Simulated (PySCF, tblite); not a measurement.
# SiH4O4− (doublet), a small gas-phase stand-in for a defect centre: EPR parameters

What EPR parameters should one expect for `O[Si](O)(O)O`? It is drawn as: fourfold Si.

Programs: tblite 0.8.0 and PySCF 2.14.0. All values are calculated, for the isolated system unless a continuum is named. Atoms count from 0, parts from 1.

### Step 1. Starting point

9 atoms, charge -1, multiplicity 2; geometry: distance geometry start.

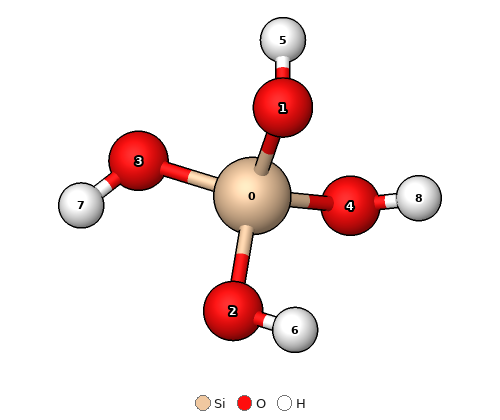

The starting geometry (silicon light orange, oxygen red, hydrogen white), atoms numbered.

### Step 2. Geometry optimisation with GFN2-xTB

Job settings and geometry (Å):

```
{"job": {"kind": "relax", "xc": "GFN2-xTB", "basis": "xTB"}, "charge": -1, "multiplicity": 2}
Si     0.094304    -0.017738    -0.123258
O     -0.324139    -0.888754     1.296025
O      0.379618     1.600307     0.417320
O      1.552739    -0.640880    -0.744831
O     -1.172891    -0.085410    -1.258943
H     -0.347052    -1.829397     1.036791
H     -0.413472     1.950631     0.821416
H      2.307108    -0.034157    -0.563141
H     -2.056116    -0.085804    -0.872300
```

Method: GFN2-xTB geometry optimisation, gas phase.

Started as:

```console
OMP_NUM_THREADS=1 python cluster_run.py task.json out
```

The driver reads the jobs from task.json and runs them one after another.

Standard output:

```text
step      E/eV     max force
  0    -549.45989    5.302
  1    -550.04277    3.532
  2    -550.61964    2.336
  3    -550.79479    1.500
  4    -550.92667    1.311
  5    -551.12308    1.590
  6    -551.24790    1.213
  7    -551.30514    0.969
  8    -551.37114    2.149
  9    -551.42218    0.585
 10    -551.45808    0.460
 11    -551.51758    0.680
 12    -551.53347    0.462
 13    -551.55926    0.411
 14    -551.56899    0.361
 15    -551.58500    0.395
 16    -551.59558    0.456
 17    -551.60537    0.329
 18    -551.61325    0.284
 19    -551.61923    0.268
 20    -551.62786    0.469
 21    -551.64644    0.672
 22    -551.68611    0.951
 23    -551.72878    1.260
 24    -551.77523    1.116
 25    -551.81570    0.620
 26    -551.84417    0.593
 27    -551.86938    0.696
 28    -551.89792    0.513
 29    -551.92506    0.392
 30    -551.93608    0.352
 31    -551.94570    0.260
 32    -551.95590    0.299
 33    -551.96913    0.351
 34    -551.98769    0.435
 35    -552.00842    0.527
 36    -552.02986    0.597
 37    -552.04831    0.774
 38    -552.05775    0.763
 39    -552.08054    0.447
 40    -552.09144    0.478
 41    -552.09969    0.382
 42    -552.10490    0.273
 43    -552.10935    0.223
 44    -552.11285    0.171
 45    -552.11573    0.165
 46    -552.11886    0.206
 47    -552.12151    0.171
 48    -552.12438    0.128
 49    -552.12661    0.157
 50    -552.12857    0.140
 51    -552.12938    0.070
 52    -552.12968    0.088
 53    -552.12982    0.036
 54    -552.12995    0.036
 55    -552.13009    0.051
 56    -552.13034    0.070
 57    -552.13067    0.079
 58    -552.13096    0.070
 59    -552.13112    0.053
 60    -552.13123    0.038
 61    -552.13136    0.035
 62    -552.13152    0.034
 63    -552.13163    0.022
 64    -552.13167    0.016
 65    -552.13169    0.015
 66    -552.13171    0.014
 67    -552.13176    0.021
 68    -552.13182    0.023
 69    -552.13188    0.014
 70    -552.13191    0.009
 71    -552.13191    0.007
```

It took 0.73 s on 1 thread of AMD EPYC 9R45, shared host.

The steps of the relaxation:

| step | energy from step 0 (eV) | largest force (eV/Å) |
| --- | --- | --- |
| 0 | 0.0000 | 5.3021 |
| 3 | -1.3349 | 1.5001 |
| 6 | -1.7880 | 1.2131 |
| 9 | -1.9623 | 0.5857 |
| 12 | -2.0736 | 0.4624 |
| 15 | -2.1251 | 0.3948 |
| 18 | -2.1534 | 0.2833 |
| 21 | -2.1866 | 0.6722 |
| 24 | -2.3153 | 1.1164 |
| 27 | -2.4095 | 0.6957 |
| 30 | -2.4762 | 0.3526 |
| 33 | -2.5092 | 0.3510 |
| 36 | -2.5700 | 0.5977 |
| 39 | -2.6207 | 0.4467 |
| 42 | -2.6450 | 0.2737 |
| 45 | -2.6558 | 0.1652 |
| 48 | -2.6645 | 0.1283 |
| 51 | -2.6695 | 0.0704 |
| 54 | -2.6701 | 0.0361 |
| 57 | -2.6708 | 0.0784 |
| 60 | -2.6713 | 0.0381 |
| 63 | -2.6717 | 0.0218 |
| 66 | -2.6718 | 0.0145 |
| 69 | -2.6720 | 0.0138 |
| 71 | -2.6720 | 0.0075 |

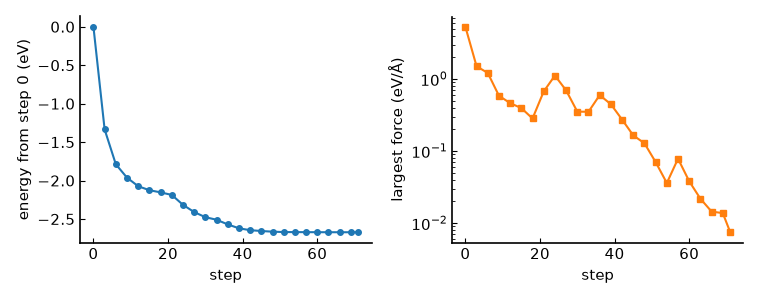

Energy and force, step by step.

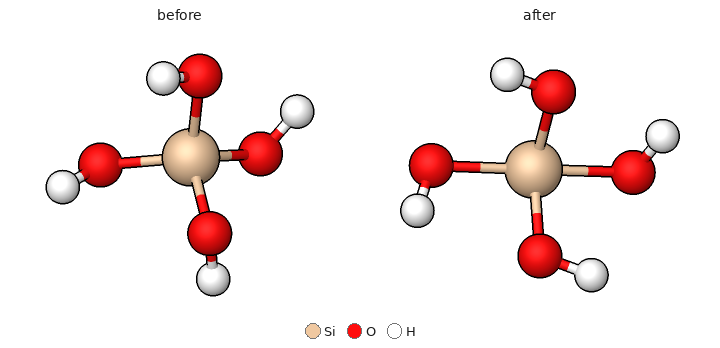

Before and after, at one scale.

Close pairs (by a distance rule), those that changed most:

```csv
bond,before (Å),after (Å),change (Å)
Si0–O4,1.703,1.811,+0.108
Si0–O3,1.703,1.804,+0.101
O3–H7,0.985,0.957,-0.028
Si0–O2,1.730,1.706,-0.024
O1–H5,0.976,0.954,-0.022
Si0–O1,1.717,1.708,-0.009
O4–H8,0.964,0.956,-0.008
O2–H6,0.957,0.954,-0.002
```

### Step 3. Optimising the geometry at PBE0-D3(BJ)/def2-SVP

Job settings and geometry (Å):

```
{"job": {"xc": "PBE0", "basis": "def2-SVP", "d3": "d3bj", "grid": 2, "kind": "geom", "shake": 0.01}, "charge": -1, "multiplicity": 2}
Si     0.069944    -0.146946    -0.517327
O     -0.558367    -1.201909     0.658896
O      0.467574     1.400044     0.099040
O      1.781999    -0.691945    -0.328118
O     -1.644591     0.409301    -0.895367
H      0.164958    -1.686203     1.040843
H     -0.260706     1.979696     0.097051
H      2.270887    -0.025556     0.138379
H     -2.247450    -0.059630    -0.301945
```

Standard output:

```text
step   0  E = -592.15104627  max force = 0.039199
step   1  E = -592.15509623  max force = 0.019138
step   2  E = -592.15460247  max force = 0.016406
step   3  E = -592.15706869  max force = 0.007708
step   4  E = -592.15750370  max force = 0.002658
step   5  E = -592.15754906  max force = 0.003474
step   6  E = -592.15772181  max force = 0.000990
step   7  E = -592.15776823  max force = 0.000611
step   8  E = -592.15782006  max force = 0.000707
step   9  E = -592.15786035  max force = 0.001206
step  10  E = -592.15788912  max force = 0.001195
step  11  E = -592.15789915  max force = 0.000577
step  12  E = -592.15790128  max force = 0.000117
optimisation converged
```

Run time: 40 s. Hardware: 1 thread of AMD EPYC 9R45, shared host; peak memory 0.5 GiB.

The steps of the relaxation: (the energy doesn't fall at every step)

| step | energy from step 0 (eV) | largest force component (eV/Å) |
| --- | --- | --- |
| 0 | 0.0000 | 2.0157 |
| 1 | -0.1102 | 0.9841 |
| 2 | -0.0968 | 0.8436 |
| 3 | -0.1639 | 0.3964 |
| 4 | -0.1757 | 0.1367 |
| 5 | -0.1769 | 0.1786 |
| 6 | -0.1817 | 0.0509 |
| 7 | -0.1829 | 0.0314 |
| 8 | -0.1843 | 0.0364 |
| 9 | -0.1854 | 0.0620 |
| 10 | -0.1862 | 0.0614 |
| 11 | -0.1865 | 0.0297 |
| 12 | -0.1865 | 0.0060 |

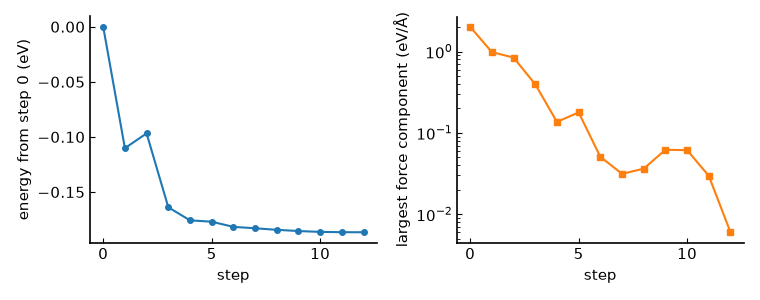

Energy and force, step by step.

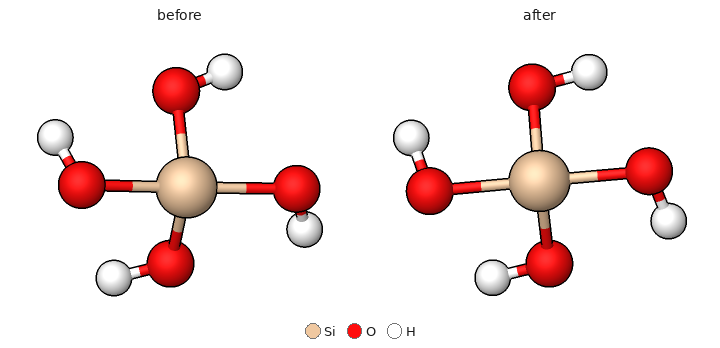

Before and after, at one scale.

Distances of close pairs at the start and the end, largest changes first:

```
  bond  before (Å)  after (Å)  change (Å)
Si0–O4       1.842      1.794      -0.048
Si0–O1       1.700      1.734      +0.034
 O2–H6       0.931      0.964      +0.034
Si0–O2       1.712      1.735      +0.023
 O3–H7       0.949      0.965      +0.016
 O1–H5       0.951      0.965      +0.014
Si0–O3       1.807      1.794      -0.013
 O4–H8       0.967      0.965      -0.002
```

The end geometry stands in the next job.

```
                         at the end point                value
  point group (found at 0.08 Å tolerance)                   C2
rotational constants (GHz, main isotopes)  5.303, 3.757, 2.709
                                     ⟨S²⟩                0.752
```

### Step 4. g tensor and hyperfine couplings: B3LYP/IGLO-III+pcH-1

Job settings and geometry (Å):

```
{"job": {"kind": "epr"}, "charge": -1, "multiplicity": 2}
Si     0.198134    -0.133880    -0.450196
O     -0.806340    -1.177768     0.503438
O      0.474691     1.409218     0.292321
O      1.681392    -0.796234     0.311307
O     -1.237073     0.499705    -1.320244
H     -0.155100    -1.625759     1.056137
H     -0.278034     1.919973    -0.028069
H      2.105573    -0.011834     0.681329
H     -1.940197    -0.106480    -1.055789
```

Method: UKS B3LYP, IGLO-III on O Si, pcH-1 on H, non-relativistic, mean-field spin-orbit, GIAO.

Standard output:

```text
UKS, coarse grid
  cycle   1  E = -592.70403399  |g| = 1.10e+00
  cycle   2  E = -591.76295766  |g| = 1.92e+00
  cycle   3  E = -593.13243983  |g| = 8.19e-02
  cycle   4  E = -593.13298660  |g| = 8.13e-02
  cycle   5  E = -593.13512570  |g| = 1.38e-02
  cycle   6  E = -593.13519390  |g| = 1.71e-03
  cycle   7  E = -593.13519641  |g| = 5.95e-04
UKS, final grid
  cycle   1  E = -593.13512119  |g| = 5.54e-04
  cycle   2  E = -593.13512111  |g| = 7.43e-04
  cycle   3  E = -593.13512131  |g| = 1.74e-04
  cycle   4  E = -593.13512132  |g| = 1.77e-05
  cycle   5  E = -593.13512132  |g| = 9.16e-06
E = -593.13512132 Eh   <S^2> = 0.7517 (exact 0.7500)
g shifts (ppm)      1          2          3
  rmc          -199       -199       -199
  gc             74        135        145
  oz_so       -1807       -553       -447
  total       -1932       -617       -501
hyperfine (MHz)  atom isotope    a_iso     a_fc   dipolar eigenvalues
    0  29Si   -1026.57   -1027.34    -85.75     40.72     45.04
    1   17O     -35.66     -35.65     -9.63      4.53      5.10
    2   17O     -35.32     -35.31     -9.39      4.41      4.98
    3   17O    -131.95    -131.95    -28.20     13.54     14.66
    4   17O    -130.02    -130.01    -28.67     13.77     14.90
    5    1H      -1.94      -1.95     -5.38     -1.93      7.31
    6    1H      -1.85      -1.86     -5.32     -1.90      7.22
    7    1H       5.24       5.20     -9.64     -3.53     13.17
    8    1H       4.11       4.08     -9.79     -3.57     13.37
```

It took 16 s on 1 thread of AMD EPYC 9R45, shared host; peak memory 0.86 GiB.

Principal g values 2.00039, 2.00170, 2.00182; g(iso) = 2.00130, against 2.00232 for a free electron.

Mean a(iso) over the nuclei that a row names, and the largest dipolar term of the row (other rows stand at the frozen geometry):

| nuclei | isotope | a(iso) (MHz) | a(iso) (G, at g = 2.0023) | largest dipolar term (MHz) |
| --- | --- | --- | --- | --- |
| Si0 | 29Si | -1026.6 | -366.3 | -85.8 |
| O3, O4 | 17O | -131.0 | -46.7 | -28.7 |
| O1, O2 | 17O | -35.5 | -12.7 | -9.6 |
| H7, H8 | 1H | 4.7 | 1.7 | 13.4 |
| H5, H6 | 1H | -1.9 | -0.7 | 7.3 |

Mulliken spin populations:

```
atom  value (e)
 Si0       0.92
  O1       0.00
  O2       0.00
  O3      -0.02
  O4      -0.01
  H5       0.02
  H6       0.02
  H7       0.03
  H8       0.03
```

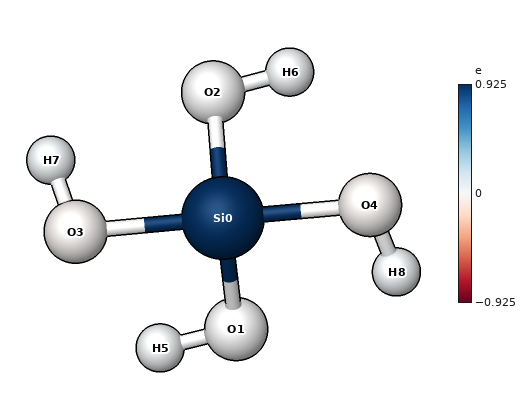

Mulliken spin populations, as colours on the atoms.

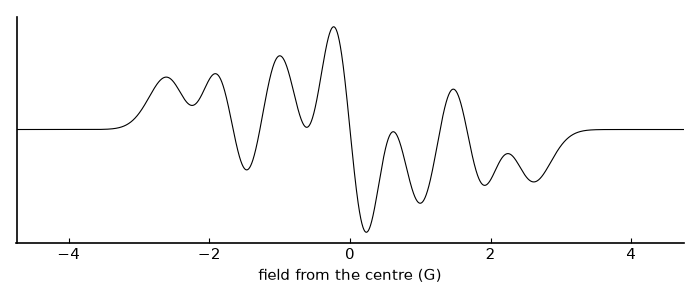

First-order isotropic spectrum (first derivative, main isotopes with spin only, couplings over 0.8 MHz, Gaussian width 0.3 G; couplings of the frozen geometry, rotation of groups not averaged beyond the rows shown).

Orbitals, density, ELF and potential are computed afterwards from the orbital file.

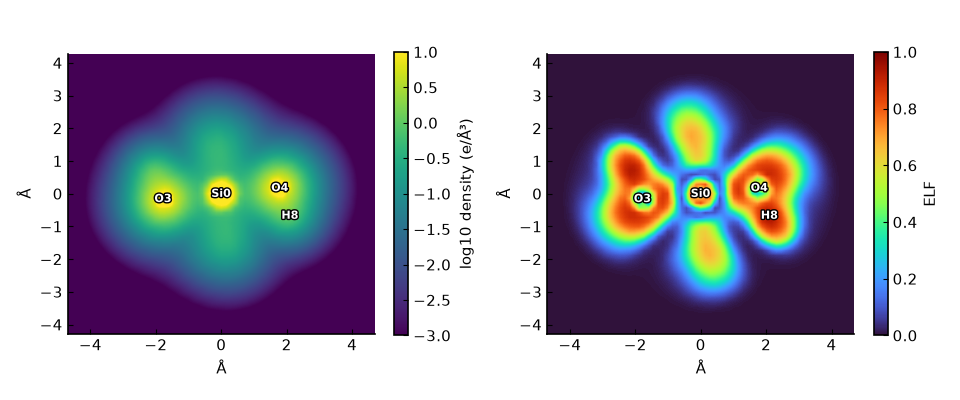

Density (left) and ELF (right) in a plane through or near 4 of the atoms.

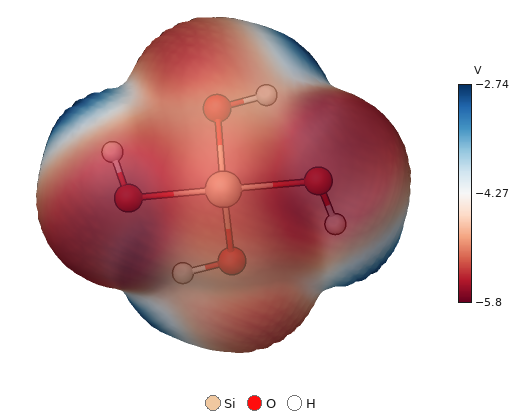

The potential that a unit positive charge feels on the 0.002 e/bohr³ surface, from -5.80 V near O3 to -2.74 V near H6.

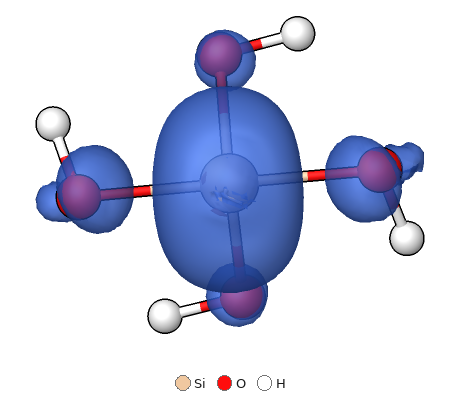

Spin density at ±0.04 e/Å³ (alpha excess blue, beta excess red).

### Step 5. g tensor and hyperfine couplings: BHandHLYP/IGLO-III+pcH-1

Settings changed since step 4:

```diff
@@ -1,2 +1,2 @@
-{"job": {"kind": "epr"}, "charge": -1, "multiplicity": 2}
+{"job": {"kind": "epr", "xc": "BHandHLYP"}, "charge": -1, "multiplicity": 2}
 Si     0.198134    -0.133880    -0.450196
```

Level: UKS BHandHLYP, IGLO-III on O Si, pcH-1 on H, non-relativistic, mean-field spin-orbit, GIAO.

Standard output:

```text
UKS, coarse grid
  cycle   1  E = -592.64684364  |g| = 9.15e-01
  cycle   2  E = -592.52925166  |g| = 1.11e+00
  cycle   3  E = -592.95153555  |g| = 3.70e-02
  cycle   4  E = -592.95221478  |g| = 2.51e-02
  cycle   5  E = -592.95245287  |g| = 9.62e-03
  cycle   6  E = -592.95250253  |g| = 1.55e-03
  cycle   7  E = -592.95250654  |g| = 5.49e-04
UKS, final grid
  cycle   1  E = -592.95245739  |g| = 3.74e-04
  cycle   2  E = -592.95245744  |g| = 4.00e-04
  cycle   3  E = -592.95245750  |g| = 7.72e-05
  cycle   4  E = -592.95245750  |g| = 4.60e-05
  cycle   5  E = -592.95245751  |g| = 1.25e-05
E = -592.95245751 Eh   <S^2> = 0.7526 (exact 0.7500)
g shifts (ppm)      1          2          3
  rmc          -206       -206       -206
  gc             77        130        147
  oz_so       -1922       -499       -484
  total       -2051       -574       -543
hyperfine (MHz)  atom isotope    a_iso     a_fc   dipolar eigenvalues
    0  29Si   -1069.88   -1070.68    -93.86     43.61     50.25
    1   17O     -31.21     -31.20     -9.44      4.44      5.00
    2   17O     -30.84     -30.83     -9.21      4.33      4.88
    3   17O    -132.36    -132.36    -28.98     13.81     15.16
    4   17O    -130.61    -130.61    -29.45     14.05     15.40
    5    1H      -2.83      -2.84     -5.33     -1.87      7.19
    6    1H      -2.74      -2.75     -5.27     -1.84      7.11
    7    1H       2.90       2.87     -9.96     -3.37     13.33
    8    1H       1.76       1.73    -10.11     -3.43     13.54
```

Run time: 15 s. Hardware: 1 thread of AMD EPYC 9R45, shared host; peak memory 0.86 GiB.

In short: g(iso) 2.00126.

### Step 6. Run by run: EPR parameters

g, ⟨S²⟩ and isotropic hyperfine couplings (MHz), with basis size and wall time:

| run | g(iso) | ⟨S²⟩ | 29Si Si0 | 17O O3 (mean) | 17O O1 (mean) | 1H H7 (mean) | 1H H5 (mean) | functions | time |
| --- | --- | --- | --- | --- | --- | --- | --- | --- | --- |
| B3LYP/IGLO-III+pcH-1 | 2.00130 | 0.752 | -1026.6 | -131.0 | -35.5 | 4.7 | -1.9 | 224 | 16 s |
| BHandHLYP/IGLO-III+pcH-1 | 2.00126 | 0.753 | -1069.9 | -131.5 | -31.0 | 2.3 | -2.8 | 224 | 15 s |

### Step 7. Outcome

| quantity | value |
| --- | --- |
| point group | C2 |
| rotational constants (main isotopes) | 5.30, 3.76, 2.71 GHz |
| g(iso) (B3LYP) | 2.00130 |
| ⟨S²⟩ | 0.752 (exact 0.75) |
| largest a(iso) (averaged by class) | 29Si on Si0, -1026.6 MHz |

In words: The start of the PBE0/def2-SVP relaxation was shaken at random by about 0.01 Å, so part of the energy gained, and of the first lengths quoted, undoes that. The optimisation took 12 steps and gained 0.187 eV; among the close pairs (by a distance rule), Si0–O4 changed most, from 1.842 to 1.794 Å (PBE0/def2-SVP). Si0 carries the largest spin population, 0.92 e. The isotropic g lies 1.0 ppt below the free-electron value. The coupling of 29Si on Si0 runs from -1069.9 (BHandHLYP/IGLO-III+pcH-1) to -1026.6 MHz (B3LYP/IGLO-III+pcH-1).
